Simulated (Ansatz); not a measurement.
Ligand exchange: BBr3 + CHBr2Cl → BBr2Cl + CHBr3

Species: BBr3 (boron tribromide) `BrB(Br)Br`, singlet; CHBr2Cl (chlorodibromomethane) `ClC(Br)Br`, singlet; BBr2Cl (dibromo(chloro)borane) `ClB(Br)Br`, singlet; CHBr3 (bromoform) `BrC(Br)Br`, singlet. The partners trade Br for Cl: B–Br and C–Cl bonds give way to B–Cl and C–Br.

Shapes, held fixed at every level: PBE0-D4/def2-TZVP. Programs: Ansatz 0.2.0. The zero-point and thermal change to 298 K, harmonic and unscaled (PBE0-D4/def2-TZVP), is -0.1 kJ/mol.

```json
{"level": "HF/def2-SVP", "kind": "Hartree–Fock", "ΔH(298 K) (kJ/mol)": "-20.3", "less CCSD(T)/def2-TZVPP": "-4.3"}
{"level": "PBE-D4/def2-TZVPP", "kind": "GGA", "ΔH(298 K) (kJ/mol)": "-14.0", "less CCSD(T)/def2-TZVPP": "+2.0"}
{"level": "r2SCAN-D4/def2-TZVPP", "kind": "meta-GGA", "ΔH(298 K) (kJ/mol)": "-14.4", "less CCSD(T)/def2-TZVPP": "+1.6"}
{"level": "BHLYP-D4/def2-TZVPP", "kind": "global hybrid", "ΔH(298 K) (kJ/mol)": "-15.9", "less CCSD(T)/def2-TZVPP": "+0.1"}
{"level": "PBE0-D4/def2-TZVPP", "kind": "global hybrid", "ΔH(298 K) (kJ/mol)": "-13.7", "less CCSD(T)/def2-TZVPP": "+2.3"}
{"level": "MP2/def2-SVP", "kind": "perturbation theory", "ΔH(298 K) (kJ/mol)": "-19.5", "less CCSD(T)/def2-TZVPP": "-3.5"}
{"level": "MP2/def2-TZVPP", "kind": "perturbation theory", "ΔH(298 K) (kJ/mol)": "-16.5", "less CCSD(T)/def2-TZVPP": "-0.5"}
{"level": "CCSD(T)/def2-TZVPP", "kind": "coupled cluster or CI", "ΔH(298 K) (kJ/mol)": "-16.0", "less CCSD(T)/def2-TZVPP": "0.0"}
```

The highest level, CCSD(T)/def2-TZVPP, gives ΔH(298 K) = -16.0 kJ/mol; the levels span -20.3 to -13.7. The column of differences is taken from that level and isn't an error. No measured value is set beside it here. Relativity is left out for Br. Outer-core shells of Br are correlated in most correlated rows, in sets that cover them unevenly.

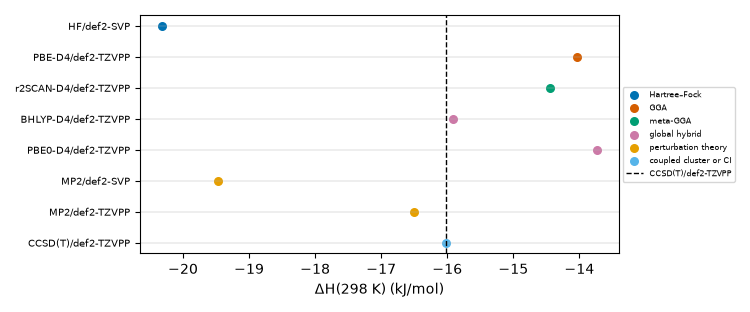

The values of the table, level by level.
